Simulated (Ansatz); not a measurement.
# PNH₂ (quintet): one geometry, many settings

What do other methods and options give for PNH₂ (quintet) at this geometry, and how long do they take?

Method: the settings change from run to run; program: Ansatz 0.2.0, Gaussian basis.

25 further runs of the same task are left out: 1 for a mislabelled method, 8 that didn't finish, 16 set aside as unsound or not needed.

### Step 1. The system

The geometry is a PBE0/def2-TZVP stationary point (not a proven minimum) of the parent state, kept for this charge and spin.

4 atoms, charge 0, spin multiplicity 5.

Atoms are counted from 1 here; the program's logs count them from 0.

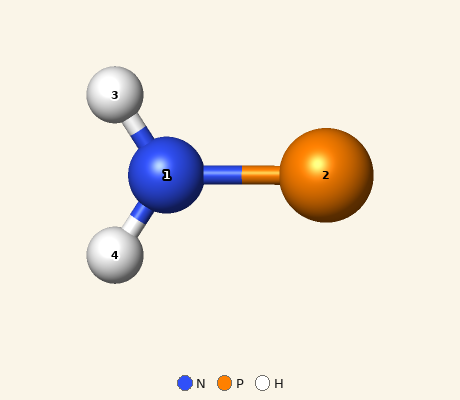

The geometry (nitrogen blue, phosphorus orange, hydrogen white); atoms are numbered from 1 in the order of the file.

### Step 2. CCSDT on ROHF/STO-3G

File in.yaml:

```yaml
crystal:
  periodic: [false, false, false]
  atoms:
    - {symbol: N, position_ang: [0.000000, 0.000000, 1.085170]}
    - {symbol: P, position_ang: [0.000000, 0.000000, -0.596692]}
    - {symbol: H, position_ang: [0.000000, 0.847233, 1.628141]}
    - {symbol: H, position_ang: [0.000000, -0.847233, 1.628141]}
basis:
  gaussian: {orbitals: STO-3G}
magnetization: {spin_polarized: false, initial_magnetization: 4}
correlation: {method: ccsdt, electrons: valence}
scf: {lower_state_search: off}
output: {forces: true}
```

Command:

```
$ ansatz run in.yaml --threads 1 --pin off --events-out ev --progress --plain --max-ram 2393MiB
```

Log, cut to the lines that bear on the results:

```text
Functional definition: HF
  name "HF"
  cite "Fock, Z. Phys. 61, 126 (1930) doi:10.1007/BF01340294"
  parent pbe
[...]
259 factors; integrals over basis functions are off by at most 2.7e-8 eV
[...]
mean field -10651.36724264 eV, -391.4305264110 hartree, gradient 2.1e-6 eV, S^2 6.000000; 0 other end points of the search recorded, 0 dependent functions left out
6 core orbitals not correlated: weight in the atoms' cores, before any rotation towards them, 1.000 or more for the frozen orbitals, at most 0.000 for the correlated occupied ones
reference -10651.36724264 eV, -391.4305264110 hartree; 8, 4 occupied and 2, 6 virtual orbitals, 259 factors
second order -0.96890194 eV of doubles, -0.03587155 eV of singles
cycle   1  -1.28862164 eV  change   -2.8e-1 eV  update   4.2e-2
[...]
cycle  13  -1.47289885 eV  change    7.0e-7 eV  update   5.8e-7
[...]
Total energy: -10652.84014149 eV, -391.4846544455 hartree
Atom 0 at     0.000000     0.000000     1.085170 Å, force    -0.000000    -0.000000     8.510332 eV/Å
Atom 1 at     0.000000     0.000000    -0.596692 Å, force    -0.000000    -0.000000   -18.863771 eV/Å
Atom 2 at     0.000000     0.847233     1.628141 Å, force    -0.000000     5.623430     5.176720 eV/Å
Atom 3 at     0.000000    -0.847233     1.628141 Å, force     0.000000    -5.623430     5.176719 eV/Å
Dipole moment:     0.000000    -0.000000     0.610465 e Å
Checks for a lower state left out: starts, cluster_reference, orbital_swaps, neighbouring_geometries, increment
```

Wall time 0.48 s (1 thread of Intel Xeon 6975P-C, shared host).

From the report: correlation -1.4729 eV; T1 0.014; largest double amplitude 0.07.

### Step 3. CCSD(T) on UHF/cc-pVDZ

Edit in.yaml of step 2 so:

```diff
@@ -8,5 +8,5 @@
 basis:
-  gaussian: {orbitals: STO-3G}
-magnetization: {spin_polarized: false, initial_magnetization: 4}
-correlation: {method: ccsdt, electrons: valence}
+  gaussian: {orbitals: cc-pVDZ}
+magnetization: {spin_polarized: true, initial_magnetization: 4}
+correlation: {method: ccsd_t, electrons: outside_noble_gas}
 scf: {lower_state_search: off}
```

Same command.

Log, cut to the lines that bear on the results:

```text
Functional definition: HF
  name "HF"
  cite "Fock, Z. Phys. 61, 126 (1930) doi:10.1007/BF01340294"
  parent pbe
[...]
414 factors; integrals over basis functions are off by at most 1.4e-3 eV
[...]
mean field -10778.39770974 eV, -396.0988099726 hartree, gradient 5.6e-6 eV, S^2 6.011802; 0 other end points of the search recorded, 0 dependent functions left out
6 core orbitals not correlated: weight in the atoms' cores, before any rotation towards them, 1.000 or more for the frozen orbitals, at most 0.000 for the correlated occupied ones
reference -10778.39770974 eV, -396.0988099726 hartree; 8, 4 occupied and 28, 32 virtual orbitals, 414 factors
second order -6.04506605 eV of doubles, -0.00000000 eV of singles
cycle   1  -6.66682348 eV  change   -6.2e-1 eV  update   6.0e-2
[...]
cycle  13  -6.92269287 eV  change    9.5e-7 eV  update   7.4e-7
perturbative correction -0.16805135 eV, -0.0061757733 hartree
[...]
Total energy: -10785.48845396 eV, -396.3593900164 hartree
Atom 0 at     0.000000     0.000000     1.085170 Å, force     0.000000     0.000000     5.271482 eV/Å
Atom 1 at     0.000000     0.000000    -0.596692 Å, force     0.000000    -0.000000    -9.273012 eV/Å
Atom 2 at     0.000000     0.847233     1.628141 Å, force    -0.000000     2.760011     2.000765 eV/Å
Atom 3 at     0.000000    -0.847233     1.628141 Å, force    -0.000000    -2.760011     2.000765 eV/Å
Dipole moment:    -0.000000     0.000000     0.356154 e Å
Checks for a lower state left out: starts, cluster_reference, orbital_swaps, neighbouring_geometries, increment
```

Run time: 1.4 s. Hardware: 1 thread of Intel Xeon 6975P-C, shared host.

From the report: ⟨S²⟩ of the determinant 6.012 (pure quintet: 6.00); correlation -7.0907 eV; T1 0.012; largest double amplitude 0.05.

### Step 4. NEVPT2(6,8)/cc-pVDZ

Edit in.yaml of step 3 so:

```diff
@@ -9,5 +9,3 @@
   gaussian: {orbitals: cc-pVDZ}
-magnetization: {spin_polarized: true, initial_magnetization: 4}
-correlation: {method: ccsd_t, electrons: outside_noble_gas}
-scf: {lower_state_search: off}
-output: {forces: true}
+magnetization: {spin_polarized: false, initial_magnetization: 4}
+correlation: {method: sc_nevpt2, electrons: outside_noble_gas, active_space: {window: {electrons: 6, orbitals: 8}}}
```

Launched as before.

Log, cut to the lines that bear on the results:

```text
Functional definition: HF
  name "HF"
  cite "Fock, Z. Phys. 61, 126 (1930) doi:10.1007/BF01340294"
  parent pbe
[...]
414 factors; integrals over basis functions are off by at most 1.4e-3 eV
[...]
mean field -10778.21761694 eV, -396.0921916843 hartree, gradient 1.3e-6 eV, S^2 6.000000; 4 other end points of the search recorded, 0 dependent functions left out
reference -10778.21761694 eV, -396.0921916843 hartree; 14, 10 occupied and 28, 32 virtual orbitals, 414 factors
state -10779.15818014 eV, -396.1267567445 hartree
state -10779.15818014 eV, -396.1267567445 hartree; corrected -10784.53013206 eV, -396.3241723362 hartree
state -10778.97424766 eV, -396.1199973504 hartree
state -10778.97424766 eV, -396.1199973504 hartree; corrected -10784.27707789 eV, -396.3148727671 hartree
state -10779.15818014 eV, -396.1267567445 hartree; corrected -10784.53013206 eV, -396.3241723362 hartree
state -10777.92402993 eV, -396.0814025605 hartree
state -10777.92402993 eV, -396.0814025605 hartree; corrected -10783.44479871 eV, -396.2842870713 hartree
state -10779.15818014 eV, -396.1267567445 hartree; corrected -10784.53013206 eV, -396.3241723362 hartree
the orbitals are reached from a further start. From the first start the search ends at -10778.97411228 eV, -396.1199923752 hartree
Total energy: -10784.53013206 eV, -396.3241723362 hartree
```

Run time: 6 s. Hardware: 1 thread of Intel Xeon 6975P-C, shared host.

From the report: 116 determinants; active occupations 1.97, 1.00, 1.00, 1.00, 1.00, 0.01, 0.01, 0.01.

### Step 5. CCSD(T)/cc-pVDZ

File in.yaml:

```yaml
crystal:
  periodic: [false, false, false]
  atoms:
    - {symbol: N, position_ang: [0.000000, 0.000000, 1.085170]}
    - {symbol: P, position_ang: [0.000000, 0.000000, -0.596692]}
    - {symbol: H, position_ang: [0.000000, 0.847233, 1.628141]}
    - {symbol: H, position_ang: [0.000000, -0.847233, 1.628141]}
basis:
  gaussian: {orbitals: cc-pVDZ, point_charges: [{charge: 1.00, position_ang: [4.551, 0.763, -0.477]}]}
magnetization: {spin_polarized: true, initial_magnetization: 4}
hamiltonian: {xc: {name: B3LYP}}
correlation: {method: ccsd_t, electrons: all}
accuracy: high
output: {forces: true}
```

Same command.

Log, cut to the lines that bear on the results:

```text
Functional definition: B3LYP
  name "B3LYP"
  cite "Stephens, Devlin, Chabalowski & Frisch, J. Phys. Chem. 98, 11623 (1994) doi:10.1021/j100096a001"
  cite "Becke, Phys. Rev. A 38, 3098 (1988) doi:10.1103/PhysRevA.38.3098"
  cite "Lee, Yang & Parr, Phys. Rev. B 37, 785 (1988) doi:10.1103/PhysRevB.37.785"
  cite "Vosko, Wilk & Nusair, Can. J. Phys. 58, 1200 (1980) doi:10.1139/p80-159"
[...]
895 factors; integrals over basis functions are off by at most 3.3e-9 eV
[...]
mean field -10803.36693951 eV, -397.0164122418 hartree, gradient 6.2e-8 eV, S^2 6.002830; 2 other end points of the search recorded, 0 dependent functions left out
reference -10778.17645356 eV, -396.0906789579 hartree; 14, 10 occupied and 28, 32 virtual orbitals, 895 factors
second order -6.51253672 eV of doubles, -0.22017296 eV of singles
cycle   1  -7.19781473 eV  change   -4.7e-1 eV  update   5.4e-2
[...]
cycle  26  -7.41475423 eV  change   -1.2e-9 eV  update   2.7e-9
perturbative correction -0.18290175 eV, -0.0067215153 hartree
[...]
Total energy: -10785.77410954 eV, -396.3698876652 hartree
Atom 0 at     0.000000     0.000000     1.085170 Å, force    -0.383134    -0.153859     5.741993 eV/Å
Atom 1 at     0.000000     0.000000    -0.596692 Å, force     0.279341     0.033989    -9.510894 eV/Å
Atom 2 at     0.000000     0.847233     1.628141 Å, force     0.085410     2.669820     1.959957 eV/Å
Atom 3 at     0.000000    -0.847233     1.628141 Å, force     0.067427    -2.545075     1.877108 eV/Å
Dipole moment:    -0.121334    -0.046527     0.481991 e Å
```

It took 17 s on 1 thread of Intel Xeon 6975P-C, shared host; peak memory 0.3 GiB.

From the report: ⟨S²⟩ of the determinant 6.003 (pure quintet: 6.00); correlation -7.5977 eV; T1 0.009; largest double amplitude 0.05. The orbitals are Kohn-Sham ones, so correlation energy and T1 don't compare with those on Hartree-Fock orbitals.

### Step 6. All runs side by side

Where basis and cores are those of an earlier UCCSDT(Q)/cc-pVDZ run (-10785.5221 eV), and the state is the same kind, the miss against it is given.

| level | correlated | functions | energy (eV) | from UCCSDT(Q) (meV) | time |
| --- | --- | --- | --- | --- | --- |
| CCSDT on ROHF/STO-3G | valence | 16 | -10652.8401 |  | 0.48 s |
| CCSD(T) on UHF/cc-pVDZ | outside noble gas | 42 | -10785.4885 | 33.6 | 1.4 s |
| NEVPT2(6,8)/cc-pVDZ | outside noble gas | 42 | -10784.5301 | 992.0 | 6 s |
| CCSD(T)/cc-pVDZ (beside a point charge, on B3LYP orbitals) | all | 42 | -10785.7741 |  | 17 s |

### Step 7. Outcome

```
quantity                                                             value
    runs                                                                 4
quickest                                      CCSDT on ROHF/STO-3G, 0.48 s
 slowest  CCSD(T)/cc-pVDZ (beside a point charge, on B3LYP orbitals), 17 s
```

**Reading.** Total energies in different bases, with other cores or another treatment of relativity can't be set against each other. CCSD(T)/cc-pVDZ (beside a point charge, on B3LYP orbitals) took 34 times as long as CCSDT on ROHF/STO-3G; the jobs differ in more than the method. Among the correlated runs with a miss given, it spans +34 to +992 meV.
